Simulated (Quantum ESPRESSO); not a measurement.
# KTaO3 (Pm-3m): zone-centre phonons, part 2 of 2

Which modes does KTaO3 (Pm-3m) have at the zone centre?

Quantum ESPRESSO 7.5; DFT LDA, scalar-relativistic, plane waves, PseudoDojo norm-conserving pseudopotentials.

So far. Step 2 (A probe with smearing): A gap of 2.1 eV opens on this mesh, so the crystal is taken as an insulator; the start stands at -7.6 GPa. Step 4 (Ground state): The cell stands at -0.004 GPa, close enough for phonons. The relaxed cell has a = 3.939 Å (conventional setting).

## Step 5: Linear response at Γ

At q = 0 one unit cell holds all displacements; symmetry groups them into irreducible representations that are solved one by one. The response to a field gives ε∞ and the Born charges, which polar modes need.

ph.in reads:

```
phonons
&inputph
   prefix = 'x'
   outdir = './tmp'
   fildyn = 'g.dyn'
   tr2_ph = 1.0d-18
   epsil = .true.
/
0.000000000000 0.000000000000 0.000000000000
```

Started as:

```sh
> OMP_NUM_THREADS=1 mpirun -n 8 ph.x -nk 8 -in ph.in > ph.out
```

Output:

```text
[banners, grids, parts of the stress and lines that vanish by symmetry left out]
[banner, memory and clock lines left out]
Program PHONON v.7.5

     ./tmp/x.save/

     IMPORTANT: XC functional enforced from input :
     Exchange-correlation= PW
                           (   1   4   0   0   0   0   0)
     Any further DFT definition will be discarded
     Please, verify this is what you really want

     G-vector sticks info

     Reading collected, re-writing distributed wavefunctions in ./tmp/

     Number and degeneracy of irreps per q-point
       N         xq(1)         xq(2)         xq(3)   N irreps
       1   0.000000000   0.000000000   0.000000000       5
        3   3   3   3   3

     Calculation of q =    0.0000000   0.0000000   0.0000000

     phonons

     bravais-lattice index     =            1
     lattice parameter (alat)  =       7.4429  a.u.
     unit-cell volume          =     412.3043 (a.u.)^3
     number of atoms/cell      =            5
     number of atomic types    =            3
     kinetic-energy cut-off    =      92.0000  Ry
     charge density cut-off    =     368.0000  Ry
     convergence threshold     =      1.0E-18
     beta                      =       0.7000
     number of iterations used =            4
     Exchange-correlation= PW
                           (   1   4   0   0   0   0   0)

     celldm(1)=    7.44285  celldm(2)=    0.00000  celldm(3)=    0.00000
     celldm(4)=    0.00000  celldm(5)=    0.00000  celldm(6)=    0.00000

     crystal axes: (cart. coord. in units of alat)
               a(1) = (  1.0000  0.0000  0.0000 )
               a(2) = (  0.0000  1.0000  0.0000 )
               a(3) = (  0.0000  0.0000  1.0000 )

     reciprocal axes: (cart. coord. in units 2 pi/alat)
               b(1) = (  1.0000  0.0000  0.0000 )
               b(2) = (  0.0000  1.0000  0.0000 )
               b(3) = (  0.0000  0.0000  1.0000 )

     Atoms inside the unit cell:

     Cartesian axes

     site n.  atom      mass           positions (alat units)
        1  K      39.0983   tau(    1) = (    0.50000    0.50000    0.50000  )
        2  Ta    180.9479   tau(    2) = (    0.00000    0.00000    0.00000  )
        3  O      15.9990   tau(    3) = (    0.50000    0.00000    0.00000  )
        4  O      15.9990   tau(    4) = (    0.00000    0.50000    0.00000  )
        5  O      15.9990   tau(    5) = (    0.00000    0.00000    0.50000  )

     Computing dynamical matrix for
                    q = (   0.0000000   0.0000000   0.0000000 )

     49 Sym.Ops. (with q -> -q+G )

     G cutoff =  516.3767  (  49173 G-vectors)     FFT grid: ( 45, 45, 45)
     number of k points=    35
                       cart. coord. in units 2pi/alat
        k(    1) = (   0.0000000   0.0000000   0.0000000), wk =   0.0039062
        k(    2) = (   0.0000000   0.0000000   0.1250000), wk =   0.0234375
        k(    3) = (   0.0000000   0.0000000   0.2500000), wk =   0.0234375
        [... further k-points left out ...]

     PseudoPot. # 1 for K  read from file:
     ./pseudo/K.upf
     Pseudo is Norm-conserving + core correction, Zval =  9.0

     PseudoPot. # 2 for Ta read from file:
     ./pseudo/Ta.upf
     Pseudo is Norm-conserving + core correction, Zval = 13.0

     PseudoPot. # 3 for O  read from file:
     ./pseudo/O.upf
     Pseudo is Norm-conserving + core correction, Zval =  6.0

     Mode symmetry, O_h (m-3m)  point group:

     Electric field:
     Dielectric constant
     Born effective charges as d Force / d E

     Atomic displacements:
     There are    5 irreducible representations

     Representation     1      3 modes -  To be done

     Representation     2      3 modes -  To be done

     Representation     3      3 modes -  To be done

     Representation     4      3 modes -  To be done

     Representation     5      3 modes -  To be done

     Alpha used in Ewald sum =   2.8000

     Electric Fields Calculation

      iter #   1   av.it.:   8.0
      thresh= 1.000E-02 alpha_mix =  0.700 |ddv_scf|^2 =  2.311E-08

      [... iterations left out ...]
      iter #   9   av.it.:  15.3
      thresh= 2.911E-10 alpha_mix =  0.700 |ddv_scf|^2 =  2.001E-19

     End of electric fields calculation

          Dielectric constant in cartesian axis

          (       5.380779011       0.000000000       0.000000000 )
          (       0.000000000       5.380779011       0.000000000 )
          (       0.000000000       0.000000000       5.380779011 )

          Effective charges (d Force / dE) in cartesian axis without acoustic sum rule applied (asr)

           atom    1  K     Mean Z*:        1.15416
      Ex  (        1.15416        0.00000        0.00000 )
      Ey  (        0.00000        1.15416        0.00000 )
      Ez  (        0.00000        0.00000        1.15416 )
           atom    2  Ta    Mean Z*:        8.67333
      Ex  (        8.67333        0.00000        0.00000 )
      Ey  (        0.00000        8.67333        0.00000 )
      Ez  (        0.00000        0.00000        8.67333 )
           atom    3  O     Mean Z*:       -3.27658
      Ex  (       -6.44846        0.00000        0.00000 )
      Ey  (        0.00000       -1.69065        0.00000 )
      Ez  (        0.00000        0.00000       -1.69065 )
           atom    4  O     Mean Z*:       -3.27658
      Ex  (       -1.69065        0.00000        0.00000 )
      Ey  (        0.00000       -6.44846        0.00000 )
      Ez  (        0.00000        0.00000       -1.69065 )
           atom    5  O     Mean Z*:       -3.27658
      Ex  (       -1.69065        0.00000        0.00000 )
      Ey  (        0.00000       -1.69065        0.00000 )
      Ez  (        0.00000        0.00000       -6.44846 )

          Effective charges Sum: Mean:       -0.00226
             -0.00226        0.00000        0.00000
              0.00000       -0.00226        0.00000
              0.00000        0.00000       -0.00226

          Effective charges (d Force / dE) in cartesian axis with asr applied:
           atom    1  K     Mean Z*:        1.15461
      E*x (        1.15461        0.00000        0.00000 )
      E*y (        0.00000        1.15461        0.00000 )
      E*z (        0.00000        0.00000        1.15461 )
           atom    2  Ta    Mean Z*:        8.67378
      E*x (        8.67378        0.00000        0.00000 )
      E*y (        0.00000        8.67378        0.00000 )
      E*z (        0.00000        0.00000        8.67378 )
           atom    3  O     Mean Z*:       -3.27613
      E*x (       -6.44801        0.00000        0.00000 )
      E*y (        0.00000       -1.69020        0.00000 )
      E*z (        0.00000        0.00000       -1.69020 )
           atom    4  O     Mean Z*:       -3.27613
      E*x (       -1.69020        0.00000        0.00000 )
      E*y (        0.00000       -6.44801        0.00000 )
      E*z (        0.00000        0.00000       -1.69020 )
           atom    5  O     Mean Z*:       -3.27613
      E*x (       -1.69020        0.00000        0.00000 )
      E*y (        0.00000       -1.69020        0.00000 )
      E*z (        0.00000        0.00000       -6.44801 )

     Representation #   1 modes #   1   2   3

     Self-consistent Calculation

      iter #   1   av.it.:   8.1
      thresh= 1.000E-02 alpha_mix =  0.700 |ddv_scf|^2 =  5.800E-07

      [... iterations left out ...]
      iter #   9   av.it.:  15.8
      thresh= 1.418E-10 alpha_mix =  0.700 |ddv_scf|^2 =  9.419E-20

     End of self-consistent calculation

     Convergence has been achieved

     Representation #   2 modes #   4   5   6

     Self-consistent Calculation

      iter #   1   av.it.:   8.8
      thresh= 1.000E-02 alpha_mix =  0.700 |ddv_scf|^2 =  1.369E-06

      [... iterations left out ...]
      iter #   9   av.it.:  15.4
      thresh= 2.475E-10 alpha_mix =  0.700 |ddv_scf|^2 =  1.969E-19

     End of self-consistent calculation

     Convergence has been achieved

     Representation #   3 modes #   7   8   9

     Self-consistent Calculation

      iter #   1   av.it.:   7.2
      thresh= 1.000E-02 alpha_mix =  0.700 |ddv_scf|^2 =  6.395E-07

      [... iterations left out ...]
      iter #   8   av.it.:  15.4
      thresh= 6.454E-10 alpha_mix =  0.700 |ddv_scf|^2 =  2.411E-19

     End of self-consistent calculation

     Convergence has been achieved

     Representation #   4 modes #  10  11  12

     Self-consistent Calculation

      iter #   1   av.it.:   8.1
      thresh= 1.000E-02 alpha_mix =  0.700 |ddv_scf|^2 =  7.374E-07

      [... iterations left out ...]
      iter #   9   av.it.:  15.6
      thresh= 1.809E-10 alpha_mix =  0.700 |ddv_scf|^2 =  1.558E-19

     End of self-consistent calculation

     Convergence has been achieved

     Representation #   5 modes #  13  14  15

     Self-consistent Calculation

      iter #   1   av.it.:   8.0
      thresh= 1.000E-02 alpha_mix =  0.700 |ddv_scf|^2 =  2.330E-07

      [... iterations left out ...]
      iter #   7   av.it.:  16.3
      thresh= 2.428E-10 alpha_mix =  0.700 |ddv_scf|^2 =  3.891E-20

     End of self-consistent calculation

     Convergence has been achieved

     Number of q in the star =    1
     List of q in the star:
          1   0.000000000   0.000000000   0.000000000

          Dielectric constant in cartesian axis

          (       5.380779011       0.000000000       0.000000000 )
          (       0.000000000       5.380779011       0.000000000 )
          (       0.000000000       0.000000000       5.380779011 )

          Effective charges (d Force / dE) in cartesian axis without acoustic sum rule applied (asr)

           atom    1  K     Mean Z*:        1.15416
      Ex  (        1.15416        0.00000        0.00000 )
      Ey  (        0.00000        1.15416        0.00000 )
      Ez  (        0.00000        0.00000        1.15416 )
           atom    2  Ta    Mean Z*:        8.67333
      Ex  (        8.67333        0.00000        0.00000 )
      Ey  (        0.00000        8.67333        0.00000 )
      Ez  (        0.00000        0.00000        8.67333 )
           atom    3  O     Mean Z*:       -3.27658
      Ex  (       -6.44846        0.00000        0.00000 )
      Ey  (        0.00000       -1.69065        0.00000 )
      Ez  (        0.00000        0.00000       -1.69065 )
           atom    4  O     Mean Z*:       -3.27658
      Ex  (       -1.69065        0.00000        0.00000 )
      Ey  (        0.00000       -6.44846        0.00000 )
      Ez  (        0.00000        0.00000       -1.69065 )
           atom    5  O     Mean Z*:       -3.27658
      Ex  (       -1.69065        0.00000        0.00000 )
      Ey  (        0.00000       -1.69065        0.00000 )
      Ez  (        0.00000        0.00000       -6.44846 )

          Effective charges Sum: Mean:       -0.00226
             -0.00226        0.00000        0.00000
              0.00000       -0.00226        0.00000
              0.00000        0.00000       -0.00226

          Effective charges (d Force / dE) in cartesian axis with asr applied:
           atom    1  K     Mean Z*:        1.15461
      E*x (        1.15461        0.00000        0.00000 )
      E*y (        0.00000        1.15461        0.00000 )
      E*z (        0.00000        0.00000        1.15461 )
           atom    2  Ta    Mean Z*:        8.67378
      E*x (        8.67378        0.00000        0.00000 )
      E*y (        0.00000        8.67378        0.00000 )
      E*z (        0.00000        0.00000        8.67378 )
           atom    3  O     Mean Z*:       -3.27613
      E*x (       -6.44801        0.00000        0.00000 )
      E*y (        0.00000       -1.69020        0.00000 )
      E*z (        0.00000        0.00000       -1.69020 )
           atom    4  O     Mean Z*:       -3.27613
      E*x (       -1.69020        0.00000        0.00000 )
      E*y (        0.00000       -6.44801        0.00000 )
      E*z (        0.00000        0.00000       -1.69020 )
           atom    5  O     Mean Z*:       -3.27613
      E*x (       -1.69020        0.00000        0.00000 )
      E*y (        0.00000       -1.69020        0.00000 )
      E*z (        0.00000        0.00000       -6.44801 )

     Diagonalizing the dynamical matrix

     q = (    0.000000000   0.000000000   0.000000000 )

 **************************************************************************
     freq (    1) =      -0.034418 [THz] =      -1.148076 [cm-1]
     freq (    2) =      -0.034418 [THz] =      -1.148076 [cm-1]
     freq (    3) =      -0.034418 [THz] =      -1.148076 [cm-1]
     freq (    4) =       2.976521 [THz] =      99.286068 [cm-1]
     freq (    5) =       2.976521 [THz] =      99.286068 [cm-1]
     freq (    6) =       2.976521 [THz] =      99.286068 [cm-1]
     freq (    7) =       5.534043 [THz] =     184.595795 [cm-1]
     freq (    8) =       5.534043 [THz] =     184.595795 [cm-1]
     freq (    9) =       5.534043 [THz] =     184.595795 [cm-1]
     freq (   10) =       7.526541 [THz] =     251.058375 [cm-1]
     freq (   11) =       7.526541 [THz] =     251.058375 [cm-1]
     freq (   12) =       7.526541 [THz] =     251.058375 [cm-1]
     freq (   13) =      16.658903 [THz] =     555.681197 [cm-1]
     freq (   14) =      16.658903 [THz] =     555.681197 [cm-1]
     freq (   15) =      16.658903 [THz] =     555.681197 [cm-1]
 **************************************************************************

     Mode symmetry, O_h (m-3m)  point group:

     freq (   1-   3) =         -1.1  [cm-1]   --> T_1u G_15  G_4- I
     freq (   4-   6) =         99.3  [cm-1]   --> T_1u G_15  G_4- I
     freq (   7-   9) =        184.6  [cm-1]   --> T_1u G_15  G_4- I
     freq (  10-  12) =        251.1  [cm-1]   --> T_2u G_25  G_5-
     freq (  13-  15) =        555.7  [cm-1]   --> T_1u G_15  G_4- I
```

Wall time 9.2 min (8 MPI ranks of Arm Neoverse V2, shared host).

This step gave:

```yaml
miss_of_the_charge_sum_rule: 0.002270 e
largest_acoustic_frequency_at_the_zone_centre_before_the_sum_rule: -1.15 cm⁻¹
highest_optical_zone_centre_mode_no_lo_to_term: 555.7 cm⁻¹
lowest_optical_zone_centre_mode: 99.29 cm⁻¹
mean_high_frequency_dielectric_constant: 5.381
largest_born_charge_in_size_third_of_the_trace: 8.673 e
```

Born charge (rows field, columns displacement), before the sum rule (e), principal values of the symmetric part by kind of site:

| atom | atoms with these values | low | middle | high | mean |
| --- | --- | --- | --- | --- | --- |
| K1 | 1 | 1.15 | 1.15 | 1.15 | 1.15 |
| Ta2 | 1 | 8.67 | 8.67 | 8.67 | 8.67 |
| O3 | 3 | -6.45 | -1.69 | -1.69 | -3.28 |

In full for Ta2:

```
8.67 0.00 0.00
0.00 8.67 0.00
0.00 0.00 8.67
```

High-frequency dielectric tensor:

```
5.38 0.00 0.00
0.00 5.38 0.00
0.00 0.00 5.38
```

The acoustic modes at Γ come out as far as 1.1 cm⁻¹ from zero, where they should vanish, a small numerical error; the Born charges miss their sum rule by 0.0023 e, which is good.

## Step 6: Modes with the sum rule

A rigid shift of the crystal must cost nothing, but grids and finite bases break this; the acoustic sum rule is imposed before the matrix is diagonalised again. With Born charges the intensities follow, and the static dielectric tensor.

dynmat.in reads:

```
&input
   fildyn = 'g.dyn'
   asr = 'simple'
   fileig = 'dynmat.eig'
   lperm = .true.
/
```

Started as:

```sh
> dynmat.x -in dynmat.in > dynmat.out
```

Output:

```text
[banner, memory and clock lines left out]
Program DYNMAT v.7.5

     Reading Dynamical Matrix from file g.dyn
     ...Force constants read
     ...epsilon and Z* read
     A direction for q was not specified:TO-LO splitting will be absent

     Polarizability (A^3 units)
     multiply by 0.406461 for Clausius-Mossotti correction
        21.299173    0.000000    0.000000
         0.000000   21.299173    0.000000
         0.000000    0.000000   21.299173

     IR activities are in (D/A)^2/amu units

# mode   [cm-1]    [THz]      IR
    1     -0.00   -0.0000    0.0000
    2     -0.00   -0.0000    0.0000
    3      0.00    0.0000    0.0000
    4     99.32    2.9775   44.7649
    5     99.32    2.9775   44.7649
    6     99.32    2.9775   44.7649
    7    184.61    5.5344    5.8641
    8    184.61    5.5344    5.8641
    9    184.61    5.5344    5.8641
   10    251.12    7.5285    0.0000
   11    251.12    7.5285    0.0000
   12    251.12    7.5285    0.0000
   13    555.65   16.6579   27.9444
   14    555.65   16.6579   27.9444
   15    555.65   16.6579   27.9444

Electronic dielectric permittivity tensor (relative, adimensional)
         5.380779    0.000000    0.000000
         0.000000    5.380779    0.000000
         0.000000    0.000000    5.380779

 ... with zone-center polar mode contributions
       172.961164    0.000000    0.000000
         0.000000  172.961164    0.000000
         0.000000    0.000000  172.961164

[end of the log left out, with the tail of the file of modes that dynmat.x writes under the same name]
```

Wall time 0.47 s (1 thread).

Numbers from this step:

- highest optical zone-centre mode (no LO-TO term): 555.6 cm⁻¹
- lowest optical zone-centre mode: 99.32 cm⁻¹
- mean static dielectric constant: 173.0

Unit eigenvectors of the mass-weighted matrix after the sum rule; no LO-TO term. Modes at Γ, with each element's share of the kinetic energy:

| mode | frequency (cm⁻¹) | symmetry | K % | Ta % | O % |
| --- | --- | --- | --- | --- | --- |
| 1 | 0.0 | acoustic | 15 | 68 | 18 |
| 2 | 0.0 | acoustic | 15 | 68 | 18 |
| 3 | 0.0 | acoustic | 15 | 68 | 18 |
| 4 | 99.3 | T1u | 4 | 27 | 69 |
| 5 | 99.3 | T1u | 4 | 27 | 69 |
| 6 | 99.3 | T1u | 4 | 27 | 69 |
| 7 | 184.6 | T1u | 81 | 5 | 13 |
| 8 | 184.6 | T1u | 81 | 5 | 13 |
| 9 | 184.6 | T1u | 81 | 5 | 13 |
| 10 | 251.1 | T2u | 0 | 0 | 100 |
| 11 | 251.1 | T2u | 0 | 0 | 100 |
| 12 | 251.1 | T2u | 0 | 0 | 100 |
| 13 | 555.6 | T1u | 0 | 0 | 100 |
| 14 | 555.6 | T1u | 0 | 0 | 100 |
| 15 | 555.6 | T1u | 0 | 0 | 100 |

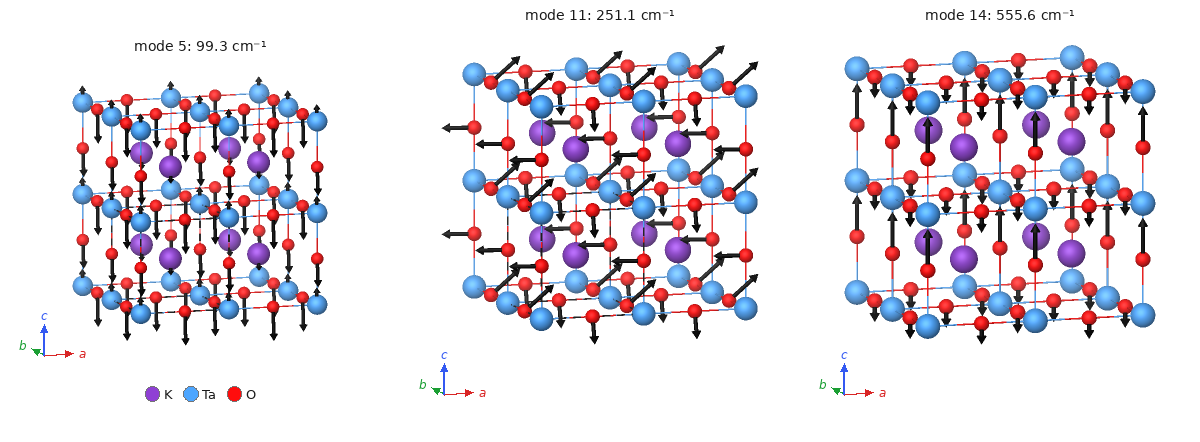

Displacement patterns of modes 5, 11 and 14 at Γ; arrows are exaggerated. 2×2×2 cells are drawn. Some periodic images of atoms are drawn too.

Degenerate modes summed, no LO-TO term. Lines of the infrared spectrum (strongest = 100):

| position (cm⁻¹) | lines merged | label | IR intensity, relative |
| --- | --- | --- | --- |
| 99 | 3 | T1u | 100 |
| 185 | 3 | T1u | 13 |
| 251 | 3 | T2u | 0.0 |
| 556 | 3 | T1u | 62 |

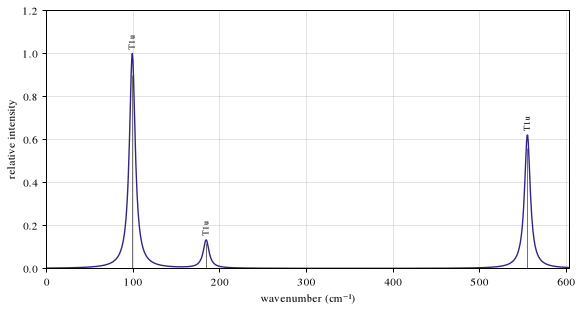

The infrared spectrum, broadened with Lorentzians of width 8 cm⁻¹; bars mark the lines.

Static dielectric tensor (ions relaxed, fixed cell):

```
173.0   0.0   0.0
  0.0 173.0   0.0
  0.0   0.0 173.0
```

The rule moves no optical mode by more than 0.1 cm⁻¹.

## Step 7: The LO-TO splitting (1 0 0)

A longitudinal polar mode sets up a macroscopic field that stiffens it; the term hangs on the direction from which q goes to zero.

dynmat.in reads:

```
&input
   fildyn = 'g.dyn'
   asr = 'simple'
   fileig = 'dynmat.eig'
   q(1) = 1.0
   q(2) = 0.0
   q(3) = 0.0
/
```

Started as:

```sh
> dynmat.x -in dynmat.in > dynmat.out
```

Output:

```text
[banner, memory and clock lines left out]
Program DYNMAT v.7.5

     Reading Dynamical Matrix from file g.dyn
     ...Force constants read
     ...epsilon and Z* read

     Polarizability (A^3 units)
     multiply by 0.406461 for Clausius-Mossotti correction
        21.299173    0.000000    0.000000
         0.000000   21.299173    0.000000
         0.000000    0.000000   21.299173

     IR activities are in (D/A)^2/amu units

# mode   [cm-1]    [THz]      IR
    1     -0.00   -0.0000    0.0000
    2      0.00    0.0000    0.0000
    3      0.00    0.0000    0.0000
    4     99.32    2.9775   44.7649
    5     99.32    2.9775   44.7649
    6    175.91    5.2735    0.0341
    7    184.61    5.5344    5.8641
    8    184.61    5.5344    5.8641
    9    251.12    7.5285    0.0000
   10    251.12    7.5285    0.0000
   11    251.12    7.5285    0.0000
   12    400.94   12.0200    6.5860
   13    555.65   16.6579   27.9444
   14    555.65   16.6579   27.9444
   15    818.99   24.5528   71.9533

[end of the log left out, with the tail of the file of modes that dynmat.x writes under the same name]
```

Elapsed: 0.47 s, on 1 thread.

This step gave:

```yaml
highest_mode_moved_by_the_lo_to_term: 819.0 cm⁻¹
```

Zone-centre frequencies as printed; negative means imaginary. Modes:

| mode | frequency (cm⁻¹) |
| --- | --- |
| 1 | 0 |
| 2 | 0 |
| 3 | 0 |
| 4 | 99.32 |
| 5 | 99.32 |
| 6 | 175.9 |
| 7 | 184.6 |
| 8 | 184.6 |
| 9 | 251.1 |
| 10 | 251.1 |
| 11 | 251.1 |
| 12 | 400.9 |
| 13 | 555.6 |
| 14 | 555.6 |
| 15 | 819 |

The field moves 3 modes; the highest of them now lies at 819 cm⁻¹, where the highest that moved away lay at 556.

## Step 8: What came out

```yaml
space_group_after_relaxation: Pm-3m
volume_per_atom: 12.2 Å³
gap_on_the_k_mesh: 2.17 eV
highest_optical_zone_centre_mode_no_lo_to_term: 555.6 cm⁻¹
lowest_optical_zone_centre_mode: 99.3 cm⁻¹
highest_mode_moved_by_the_lo_to_term: 819.0 cm⁻¹
mean_high_frequency_dielectric_constant: 5.38
largest_born_charge_in_size_third_of_the_trace: 8.67 e
mean_static_dielectric_constant: 173.0
imaginary_optical_modes_at_the_zone_centre_no_q_mesh_in_this_session: none
```

In words: At the LDA level the optical modes of KTaO3 (Pm-3m) at the zone centre (no LO-TO term) run from 99 to 556 cm⁻¹. Along the directions run, the highest mode that the macroscopic field moves lies at 819 cm⁻¹. Lattice motion raises the mean dielectric constant from 5.381 to 173.0. Of the 12 optical modes, 9 are infrared active alone and 3 are silent. These are harmonic frequencies at zero temperature: anharmonic shifts and linewidths and thermal expansion are left out. Spin-orbit coupling is left out, which can matter for the heavy elements here.

[Host names and launcher messages were left out of these logs when they were recorded.]

[Logs are printed without paths, hosts, clocks, repeated set-up lines and the standing remarks that a program may print on its own settings, such as how far it seeks lower states.]

[Hosts, paths, dates, database ids (printed as entryN), source tags and the programs' standing remarks are cut or masked in the printed files.]
